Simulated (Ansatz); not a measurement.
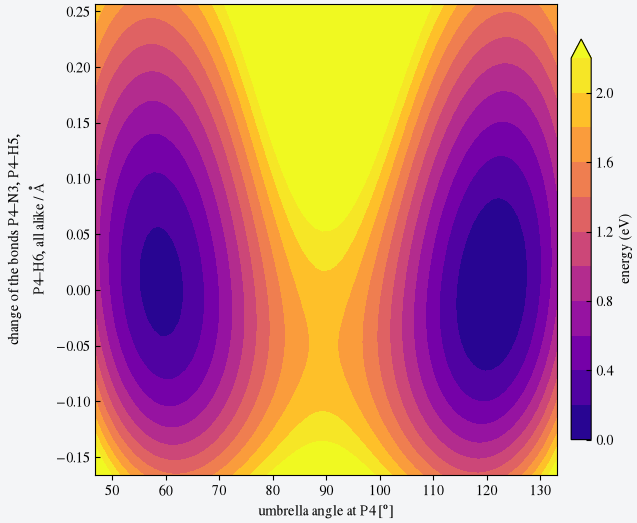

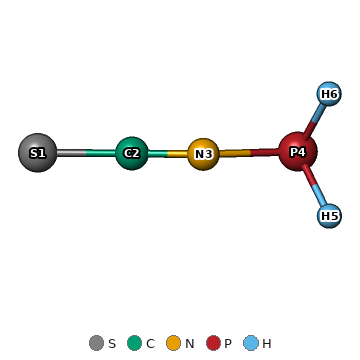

Energy landscape of CH₂NPS, SMILES PN=C=S. The first coordinate is: umbrella angle at P4 (between each of its bonds and their common axis; 90 is planar); the second: change of the bonds P4–N3, P4–H5, P4–H6, all alike. Nothing is relaxed (all other coordinates rigid). Grid: 15 × 15 points. Points are written as (first, second). Energies: eV, counted from the relaxed molecule at the same level. Method: RKS r2SCAN-D4/def2-TZVP in Ansatz.

In the figure: filled contours, one colour for all values above the top of the scale. Between grid points the surface is interpolated. The second picture is the structure at the lowest point.

Q: What does the map say about the system?

A: The lowest grid point is at (120.8°, −0.015 Å), 0.008 eV from the relaxed molecule at the same level. A higher local minimum lies near (59.2°, 0.015 Å) (0.11 eV above the lowest at that grid point). The highest grid point, (90.0°, 0.257 Å), lies 4.16 eV above the lowest. On the interpolated surface the easiest way out of the lowest well to the well at about (59°, 0.01 Å) passes a barrier of about 1.8 eV. Round the minimum the valley is somewhat tilted: raising the first coordinate shifts the best value of the second coordinate upwards (coupling k₁₂/√(k₁₁k₂₂) about −0.2).

The values on the grid:

```csv
"second ↓, first →",46.8,53.0,59.2,65.3,71.5,77.7,83.8,90.0,96.2,102.3,108.5,114.7,120.8,127.0,133.2
0.257,1.96,1.58,1.52,1.76,2.25,2.97,3.75,4.17,3.86,3.10,2.34,1.79,1.50,1.50,1.83
0.227,1.72,1.32,1.26,1.49,2.00,2.71,3.45,3.83,3.54,2.81,2.06,1.51,1.23,1.24,1.59
0.197,1.50,1.08,1.01,1.25,1.75,2.46,3.17,3.50,3.23,2.53,1.79,1.25,0.97,1.00,1.37
0.166,1.31,0.86,0.78,1.01,1.51,2.21,2.88,3.18,2.91,2.25,1.53,0.99,0.72,0.77,1.16
0.136,1.15,0.67,0.58,0.80,1.30,1.98,2.61,2.88,2.63,2.00,1.30,0.77,0.51,0.57,1.00
0.106,1.02,0.52,0.40,0.62,1.11,1.77,2.36,2.61,2.36,1.76,1.09,0.57,0.33,0.41,0.86
0.076,0.93,0.40,0.27,0.47,0.95,1.59,2.14,2.36,2.13,1.56,0.91,0.41,0.18,0.28,0.77
0.045,0.89,0.32,0.17,0.36,0.82,1.43,1.95,2.15,1.92,1.38,0.76,0.28,0.07,0.19,0.72
0.015,0.90,0.30,0.12,0.30,0.74,1.32,1.80,1.99,1.77,1.26,0.66,0.20,0.01,0.16,0.73
−0.015,0.98,0.34,0.13,0.29,0.71,1.26,1.71,1.88,1.67,1.18,0.61,0.17,0.01,0.19,0.79
−0.045,1.13,0.45,0.21,0.34,0.74,1.26,1.68,1.83,1.63,1.17,0.63,0.21,0.07,0.29,0.93
−0.076,1.37,0.64,0.37,0.48,0.85,1.33,1.72,1.86,1.67,1.23,0.72,0.34,0.22,0.47,1.16
−0.106,1.70,0.92,0.62,0.70,1.04,1.49,1.86,1.98,1.79,1.38,0.89,0.54,0.46,0.74,1.49
−0.136,2.14,1.32,0.97,1.02,1.33,1.75,2.09,2.20,2.02,1.63,1.17,0.85,0.80,1.12,1.92
−0.166,2.71,1.83,1.45,1.46,1.73,2.12,2.43,2.54,2.36,1.99,1.57,1.28,1.26,1.63,2.47
```

The input of one point:

```yaml
crystal:
  periodic: [false, false, false]
  atoms:
    - { symbol: S, position_ang: [1.347974, -2.372862, 1.513127] }
    - { symbol: C, position_ang: [0.680629, -1.175495, 0.750561] }
    - { symbol: "N", position_ang: [0.235756, -0.232903, 0.162534] }
    - { symbol: P, position_ang: [-1.057648, 0.60776, -0.497532] }
    - { symbol: H, position_ang: [-0.474156, 0.914607, -1.741996] }
    - { symbol: H, position_ang: [-0.751132, 1.87822, 0.027294] }
basis:
  gaussian: { orbitals: def2-TZVP }
hamiltonian:
  xc: r2scan
  dispersion: d4
output:
  forces: true
```

Each point was launched as `ansatz run input.yaml --threads 1 --pin off --max-ram 2560MiB --backend cpu --events-out ev --progress --plain --runs-dir out`. The whole map (225 points run) took 47 min on 1 thread of Arm Neoverse N1, with other jobs on the host.
